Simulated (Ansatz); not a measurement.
# Ligand exchange: C3H5F3 + C3H9AlO → C3H6F2O + C3H8AlF

Species: C3H5F3 `CC(F)(F)CF`, singlet; C3H9AlO `C[CH2][Al]([CH3])[OH]`, singlet; C3H6F2O `CC(O)(F)CF`, singlet; C3H8AlF `C[CH2][Al]([CH3])[F]`, singlet. The partners trade F for OH: C–F and Al–OH bonds give way to C–OH and Al–F.

Shapes, held fixed at every level: PBE0-D4/def2-TZVP. Flexible molecules stand in one conformer, not always the lowest. Programs: Ansatz 0.2.0. Electronic energies: no zero-point or thermal term.

```csv
level,kind,ΔE (kJ/mol),less CCSD(T)/CBS estimate
HF/def2-SVP,Hartree–Fock,-59.7,+1.7
SPW92/def2-TZVPP,LDA,-59.1,+2.3
PBE-D4/def2-TZVPP,GGA,-57.6,+3.8
r2SCAN-D4/def2-TZVPP,meta-GGA,-56.7,+4.7
BHLYP-D4/def2-TZVPP,global hybrid,-57.5,+3.9
CCSD/def2-SVP,coupled cluster or CI,-64.5,-3.1
CCSD(T)/def2-TZVPP,coupled cluster or CI,-59.1,+2.3
CCSD(T)/CBS estimate,coupled cluster or CI,-61.4,0.0
```

The highest level, CCSD(T)/CBS estimate, gives ΔE = -61.4 kJ/mol; the levels span -64.5 to -56.7. The column of differences is taken from that level and isn't an error. No measured value is set beside it here. The CBS estimate extrapolates MP2 from def2-TZVPP and def2-QZVPP and adds CCSD(T) − MP2 in the triple-zeta set, cores frozen.

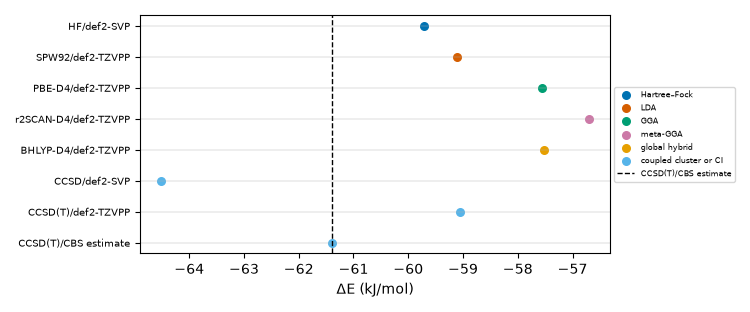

The values of the table, level by level.
